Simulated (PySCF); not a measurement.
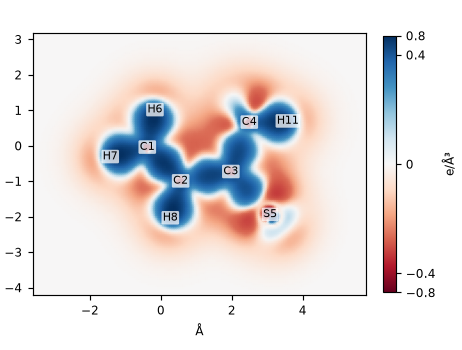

Figure 1: C₄H₆S, charge +1, doublet, SMILES `[CH2][CH+]C(C)=S`. Deformation density (molecule less spherical, spin-averaged free atoms) in a plane through 9 of the atoms; colour scale in e/Å³, logarithmic beyond ±0.1; blue: gain, red: loss.

Computed with PySCF, TPSSh/def2-SVP, geometry: GFN2-xTB. No frequency check shows the geometry to be a minimum. The stability of the open-shell solution wasn't checked. GFN2-xTB bond lengths at metals and heavier atoms can be off by up to 0.1 Å and shapes distorted, which carries into these values. GFN2-xTB doesn't know the spin state, so this open-shell geometry is rough.

How much density has each bond in this plane gained at its critical point, relative to the free atoms?

C1–H7: +0.77 e/Å³ at the bond critical point (bond length 1.08 Å, Mayer order 0.9). C1–H6: +0.77 e/Å³ at the bond critical point (bond length 1.08 Å, Mayer order 1.0). C2–H8: +0.75 e/Å³ at the bond critical point (bond length 1.08 Å, Mayer order 1.0). C4–H11: +0.71 e/Å³ at the bond critical point (bond length 1.09 Å, Mayer order 0.9). C1–C2: +0.70 e/Å³ at the bond critical point (bond length 1.34 Å, Mayer order 1.8). C2–C3: +0.52 e/Å³ at the bond critical point (bond length 1.44 Å, Mayer order 1.2). C3–C4: +0.44 e/Å³ at the bond critical point (bond length 1.49 Å, Mayer order 1.1). C3–S5: +0.17 e/Å³ at the bond critical point (bond length 1.64 Å, Mayer order 1.5). In all, 2.1 electrons gather in the regions of gain relative to the promolecule of neutral atoms (the regions of loss give up this much and the cation's charge besides).
